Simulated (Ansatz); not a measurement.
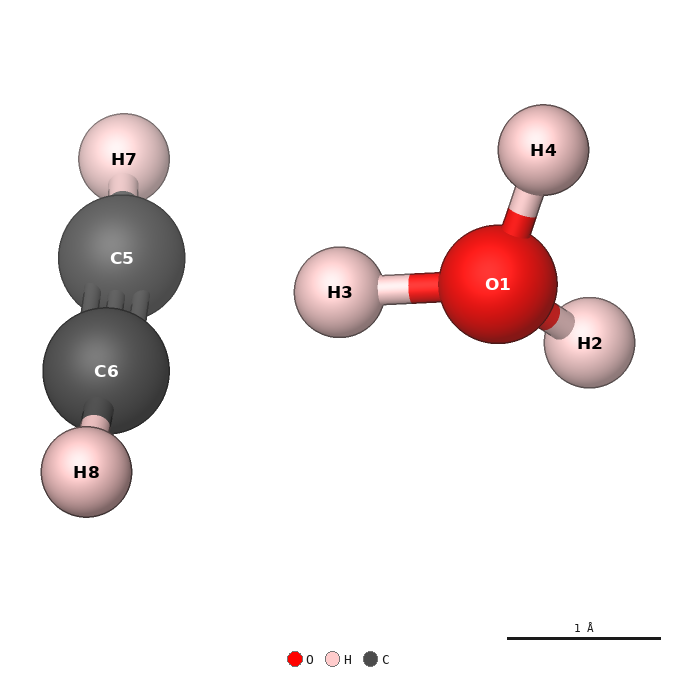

Simulated data, not a measurement (program: Ansatz).

Orthographic view. Depth is shown by fading: the farther an atom, the more it takes the colour of the background. State: charge +1, singlet. Geometry: a pair of rigid molecules at a changed separation.

List all interatomic distances (Å) as a matrix.

```
atom    O1    H2    H3    H4    C5    C6    H7    H8
  O1  0.00                                          
  H2  0.97  0.00                                    
  H3  1.07  1.72  0.00                              
  H4  0.97  1.61  1.72  0.00                        
  C5  2.67  3.13  1.63  3.13  0.00                  
  C6  2.63  3.23  1.62  3.23  1.20  0.00            
  H7  3.18  3.49  2.31  3.49  1.07  2.27  0.00      
  H8  3.06  3.69  2.28  3.69  2.27  1.07  3.34  0.00
```
